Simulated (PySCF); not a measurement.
SMILES C[Si](C)(C)/C=C\Cl at its GFN2-xTB optimised geometry (Å):

```
18

C      1.6209     0.4025     0.0000
Si    -0.2859     0.4025     0.0000
C     -0.9324     2.1962     0.0000
C     -0.9663    -0.5325    -1.5163
C     -0.9379    -0.3911     1.5995
C     -0.7173    -1.6313     1.9975
Cl     0.2268    -2.7473     1.0918
H      2.0101     0.9154    -0.8746
H      2.0155     0.9040     0.8789
H      2.0175    -0.6074    -0.0077
H     -0.6015     2.7301    -0.8850
H     -2.0175     2.2282     0.0130
H     -0.5769     2.7473     0.8653
H     -0.6538    -0.0555    -2.4405
H     -2.0520    -0.5587    -1.5098
H     -0.6134    -1.5583    -1.5404
H     -1.5471     0.2137     2.2572
H     -1.0958    -2.0654     2.9124
```

Calculation: PBE0/def2-SVP run with PySCF.

Map of the electrostatic potential (hartree/e), clipped to [-0.08, 0.12] on the plane z = 0.6 Å:

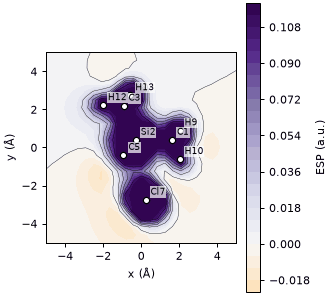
*Electrostatic potential (hartree/e), clipped to [-0.08, 0.12] on the plane z = 0.6 Å.*
